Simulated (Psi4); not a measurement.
# OMP2/def2-SVPD (density fitting for correlation) run of BH2ClO (SMILES OBCl)

What is the vertical singlet–triplet gap of BH2ClO at OMP2/def2-SVPD (density fitting for correlation)? 

The results are computed with Psi4 1.11.

1 further run of the same task is left out (set aside as unsound or not needed).

### 1 The system as given

BH2ClO: 5 atoms, total charge 0, spin state singlet. As SMILES, `OBCl`. Geometry: relaxed at PBE0-D4/def2-TZVP. This is one conformer, not always the lowest.

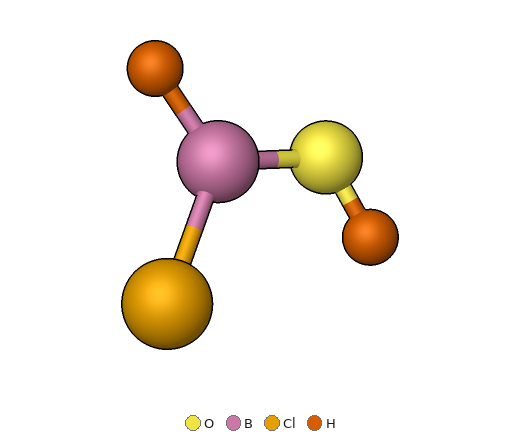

The structure, seen from a chosen angle (oxygen yellow, boron pink, chlorine amber, hydrogen orange).

### 2 A single-point energy at OMP2/def2-SVPD (density fitting for correlation)

input.json reads:

```json
{
  "schema_name": "qcschema_input",
  "schema_version": 1,
  "molecule": {
    "schema_name": "qcschema_molecule",
    "schema_version": 2,
    "symbols": ["O", "B", "Cl", "H", "H"],
    "geometry": [-1.63140056, -1.16898458, -0.00548021, 0.7162062, -0.25927042, 0.26059323, 1.49023802, 2.82703028, -0.74700874, -2.79244829, 0.00226767, -0.77422079, 2.31170197, -1.54031576, 1.18788184],
    "molecular_charge": 0,
    "molecular_multiplicity": 1,
    "fix_symmetry": "c1"
  },
  "driver": "energy",
  "model": {
    "method": "omp2",
    "basis": "def2-SVPD"
  },
  "keywords": {
    "reference": "rhf",
    "puream": true,
    "e_convergence": 1e-09,
    "d_convergence": 1e-08,
    "scf_type": "pk",
    "num_frozen_docc": 7
  }
}
```

On the command line:

```bash
psi4 --qcschema input.json -n 1 --memory 1600MB
```

stdout:

```text
[...]
  Running in c1 symmetry.
[...]
  Nuclear repulsion =   84.721670250700868
[...]
  Multiplicity = 1
[...]
  Nalpha       = 16
  Nbeta        = 16
[...]
    Number of basis functions: 86
[...]
   @RHF iter   1:  -560.02584195681504   -5.63275e-01   4.79048e-03 ADIIS/DIIS
[...]
   @RHF iter  11:  -560.09775803250932   -6.36646e-12   6.25588e-09 DIIS
[...]
    Orbital Energies [Eh]
    ---------------------
    Doubly Occupied:
       1A   -104.807411     2A    -20.604034     3A    -10.569242
       4A     -8.043859     5A     -8.041751     6A     -8.041357
       7A     -7.696173     8A     -1.387686     9A     -1.113633
      10A     -0.795248    11A     -0.660688    12A     -0.625043
      13A     -0.580343    14A     -0.515307    15A     -0.478975
      16A     -0.464281
[...]
  @RHF Final Energy:  -560.09775803250932
   => Energetics <=
    Nuclear Repulsion Energy =             84.7216702507008677
    One-Electron Energy =                -940.7887961265187187
    Two-Electron Energy =                 295.9693678433084756
    Total Energy =                       -560.0977580325093186
[...]
 Multipole Moments:
 ------------------------------------------------------------------------------------
     Multipole            Electronic (a.u.)      Nuclear  (a.u.)        Total (a.u.)
 ------------------------------------------------------------------------------------
 L = 1.  Multiply by 2.5417464519 to convert [e a0] to [Debye]
 Dipole X            :          0.9772176           -1.3289311           -0.3517135
 Dipole Y            :          2.0563084           -2.0113007            0.0450077
 Dipole Z            :         -0.5486419            0.4375798           -0.1110621
 Magnitude           :                                                    0.3715682
[...]
	Warning: cc_lambda option is changed to TRUE
	For this residual convergence, default PCG convergence is:     1.00e-07
[...]
	DF-MP2 Total Energy (a.u.)         :  -560.52595099548921
[...]
	DF-MP2 Total Energy (a.u.)         :  -560.53147041454804
[...]
	DF-OMP2 Total Energy (a.u.)        :  -560.53147041455202
[...]
```

The result, in JSON:

```text
{
 "driver": "energy",
 "model": {
  "method": "omp2",
  "basis": "def2-SVPD"
 },
 "success": true,
 "return_result": -560.531470414552,
 "properties": {
  "calcinfo_nbasis": 86,
  "calcinfo_nmo": 86,
  "calcinfo_nalpha": 16,
  "calcinfo_nbeta": 16,
  "calcinfo_natom": 5,
  "nuclear_repulsion_energy": 84.72167025070087,
  "return_energy": -560.531470414552,
  "scf_one_electron_energy": -940.7887961265187,
  "scf_two_electron_energy": 295.9693678433085,
  "scf_dipole_moment": [-0.35171353863900445, 0.04500768371953212, -0.11106213153739652],
  "scf_total_energy": -560.0977580325093,
  "scf_iterations": 11,
  "mp2_singles_energy": 0.0,
  "mp2_doubles_energy": -0.42819296297987086,
  "mp2_correlation_energy": -0.4281929629798924,
  "mp2_total_energy": -560.5259509954892
 }
}
```

Wall time 14 s (1 thread of Intel Xeon 6975P-C (Granite Rapids), shared host); peak memory 0.29 GiB.

### 3 The triplet at the same level

run.py reads:

```python
import psi4

psi4.set_memory(1600000000)
psi4.set_num_threads(1)
psi4.set_output_file('run.log', False)

mol = psi4.geometry("""
0 3
O     -1.63140056    -1.16898458    -0.00548021
B      0.71620620    -0.25927042     0.26059323
Cl     1.49023802     2.82703028    -0.74700874
H     -2.79244829     0.00226767    -0.77422079
H      2.31170197    -1.54031576     1.18788184
units bohr
symmetry c1
no_reorient
no_com
""")

psi4.set_options({
    'basis': 'def2-SVPD',
    'reference': 'uhf',
    'puream': True,
    'e_convergence': 1e-09,
    'd_convergence': 1e-08,
    'scf_type': 'pk',
    'num_frozen_docc': 7,
    'maxiter': 200,
})

energy_value, wavefunction = psi4.energy("omp2", return_wfn=True)
print('E =', round(energy_value, 9))
```

On the command line:

```bash
python run.py
```

run.log:

```text
[...]
  Running in c1 symmetry.
[...]
  Nuclear repulsion =   84.721670250700868
[...]
  Multiplicity = 3
[...]
  Nalpha       = 17
  Nbeta        = 15
[...]
    Number of basis functions: 86
[...]
   @UHF iter   1:  -559.72097154384051   -2.58404e-01   5.49012e-03 ADIIS/DIIS
[...]
   @UHF iter  22:  -559.82757651774261   -3.52429e-12   5.80451e-09 DIIS
[...]
   @S^2 Observed:                2.026338912E+00
[...]
    Orbital Energies [Eh]
    ---------------------
    Alpha Occupied:
       1A   -104.871166     2A    -20.561891     3A    -10.629330
       4A     -8.112864     5A     -8.100121     6A     -8.099918
       7A     -7.651366     8A     -1.356806     9A     -1.169315
      10A     -0.810568    11A     -0.692125    12A     -0.651720
      13A     -0.593393    14A     -0.565369    15A     -0.525589
      16A     -0.521515    17A     -0.212549
    Alpha Virtual:
      18A      0.063696    19A      0.098581    20A      0.105810
      21A      0.127440    22A      0.150492    23A      0.156025
      24A      0.169251    25A      0.196272    26A      0.204944
[...]
  @UHF Final Energy:  -559.82757651774261
   => Energetics <=
    Nuclear Repulsion Energy =             84.7216702507008677
    One-Electron Energy =                -940.1533990838905765
    Two-Electron Energy =                 295.6041523154471520
    Total Energy =                       -559.8275765177425001
  UHF NO Occupations:
  HONO-2 :   15  A 1.9903426
  HONO-1 :   16  A 1.0000000
[...]
 Multipole Moments:
 ------------------------------------------------------------------------------------
     Multipole            Electronic (a.u.)      Nuclear  (a.u.)        Total (a.u.)
 ------------------------------------------------------------------------------------
 L = 1.  Multiply by 2.5417464519 to convert [e a0] to [Debye]
 Dipole X            :        -15.3309547           15.3831265            0.0521718
 Dipole Y            :        -35.4267457           35.8732379            0.4464922
 Dipole Z            :         10.8646558          -11.0263631           -0.1617072
 Magnitude           :                                                    0.4777305
[...]
	Warning: cc_lambda option is changed to TRUE
	For this residual convergence, default PCG convergence is:     1.00e-07
[...]
	DF-SCS-MP2 Total Energy (a.u.)     :  -560.23935314269113
	DF-SOS-MP2 Total Energy (a.u.)     :  -560.23164973612904
[...]
	DF-SCS-OMP2 Total Energy (a.u.)    :  -560.24676690787442
	DF-SOS-OMP2 Total Energy (a.u.)    :  -560.20655667720325
	DF-SCS(N)-OMP2 Total Energy (a.u.) :  -560.03199637905993
[...]
	DF-OMP2 Total Energy (a.u.)        :  -560.26270898324367
[...]
```

Standard output:

```text
E = -560.262708983
```

Run time: 42 s. Hardware: 1 thread of Intel Xeon 6975P-C (Granite Rapids), shared host; peak memory 0.29 GiB.

### 4 Outcome

At OMP2/def2-SVPD (density fitting for correlation), 7 core orbitals frozen:

```
                                                           quantity          value
                                              singlet: total energy  -560.53147 Eh
                       singlet: HOMO energy (Hartree–Fock orbitals)      -12.63 eV
                       singlet: LUMO energy (Hartree–Fock orbitals)        1.74 eV
                     singlet: HOMO–LUMO gap (Hartree–Fock orbitals)       14.38 eV
               singlet: correlation energy (7 core orbitals frozen)     -433.7 mEh
                                              triplet: total energy  -560.26271 Eh
triplet: HOMO energy (Hartree–Fock orbitals) (highest over α and β)       -5.78 eV
 triplet: LUMO energy (Hartree–Fock orbitals) (lowest over α and β)       -3.80 eV
               triplet: correlation energy (7 core orbitals frozen)     -435.1 mEh
                         triplet: ⟨S²⟩ of the reference determinant          2.026
                   vertical energy of the triplet above the singlet       7.313 eV
```

At this shape the triplet lies 7.31 eV (169 kcal/mol) above the singlet.
